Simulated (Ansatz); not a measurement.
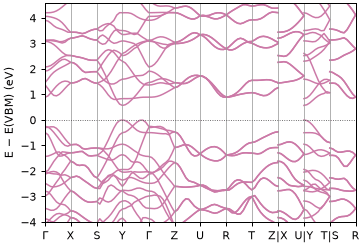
Figure. Band structure from DFT-PBEsol in the program Ansatz with PAW potentials

Problem. Read off the gap and where the band edges lie.

Solution. About 0.6 eV (0.57 eV by a search for the band edges); maximum on the Y–Γ line, 73 % of the way from Y, minimum at Y.

Problem. Which compound is it?
(A) NbNO, Pca2_1 (Nb on 4a, O on 4a, N on 4a)
(B) WN2, Pca2_1 (W on 4a, N on 4a, N on 4a)
(C) CaTiO3, Pnma (Ca on 4c, Ti on 4b, O on 4c, O on 8d)
(D) HfS2, Pca2_1 (Hf on 4a, S on 4a, S on 4a)

Solution. B, WN2, Pca2_1 (W on 4a, N on 4a, N on 4a)

The start of the workflow was typed in or built on a structure type; neither database checked (COD, Materials Project) lists it. Its standing as an ambient phase is unchecked. Symmetry was held in the PBEsol relaxation; its stability against distortions is not shown here. The workflow began spin-polarised and lost its moments. Scalar-relativistic: spin–orbit coupling is off unless named, which matters more the heavier the elements.

Potentials: the earlier of the program's two PAW sets. The files were generated under PBE; for other functionals the program regenerates the frozen cores, and for LDA and PBEsol the local potential too.
